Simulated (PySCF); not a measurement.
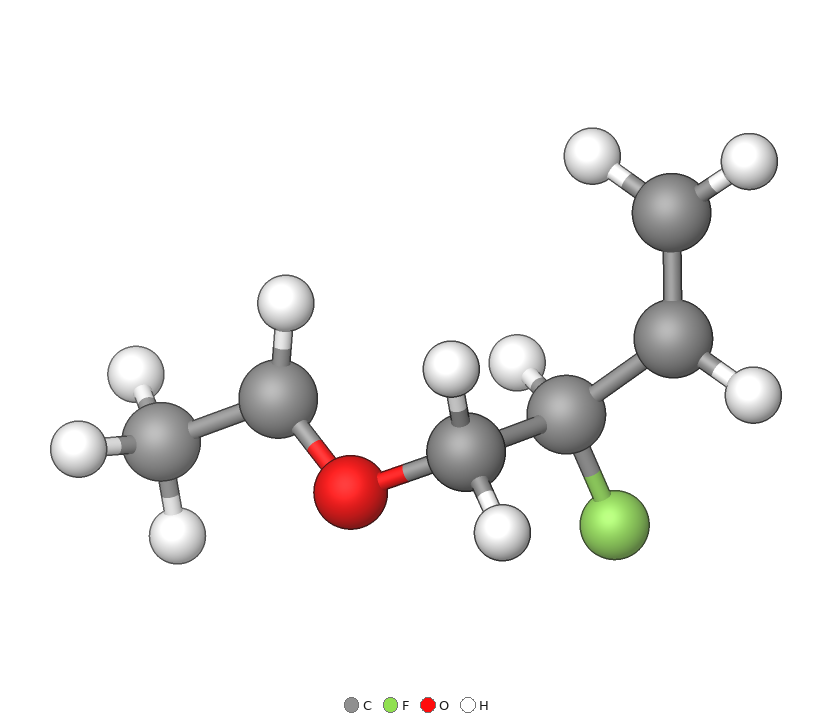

Charge 0, doublet. The geometry was computed by an optimisation with GFN2-xTB. No frequency run is at hand to confirm it as a minimum. Properties computed with UKS B3LYP, pcH-1 on C F H O, non-relativistic (PySCF 2.14.0).

What does the calculation give?

The species is C6H10FO (`C=C[C@@H](F)CO[CH]C`).
- ⟨S²⟩ of the determinant: 0.753
- isotropic g value: 2.00326
